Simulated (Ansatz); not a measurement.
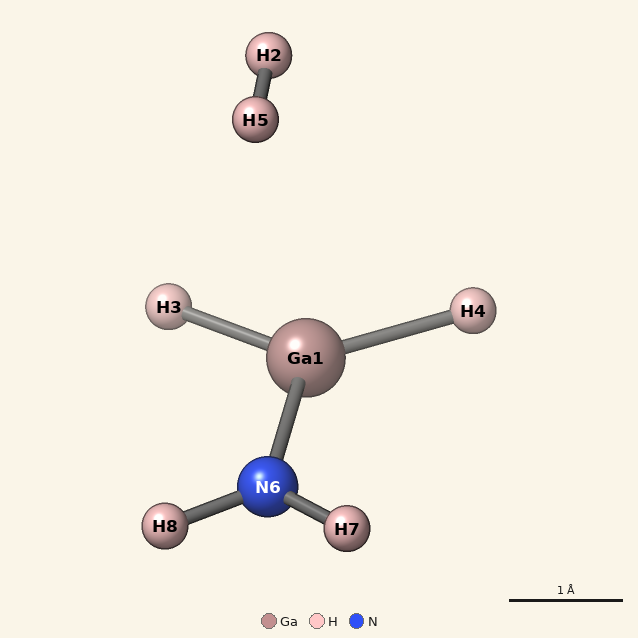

Orthographic view. Depth is shown by fading: the farther an atom, the more it takes the colour of the background. The computed structure is the end point of a PBE0-D4/def2-TZVP optimisation.

List the bonded neighbours of every atom.

Ga1: H3, H4, N6
H2: H5
H3: Ga1
H4: Ga1
H5: H2
N6: Ga1, H7, H8
H7: N6
H8: N6
